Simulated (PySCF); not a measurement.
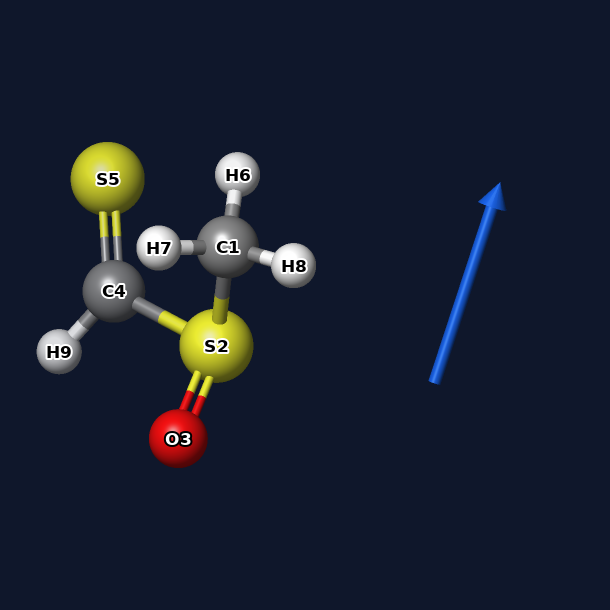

The arrow beside the molecule shows the direction of the dipole moment, from the negative to the positive end (its length means nothing). The computed structure is the end point of a PBE0-D3(BJ)/def2-SVP optimisation. No frequency run is at hand to confirm it as a minimum. Level of theory: PBE0/cc-pVDZ, gas phase (PySCF 2.14.0).

### Estimate the dipole moment.

2.24 D; it points from the side of O3 to the side of H6 (the outermost atoms at the two ends).
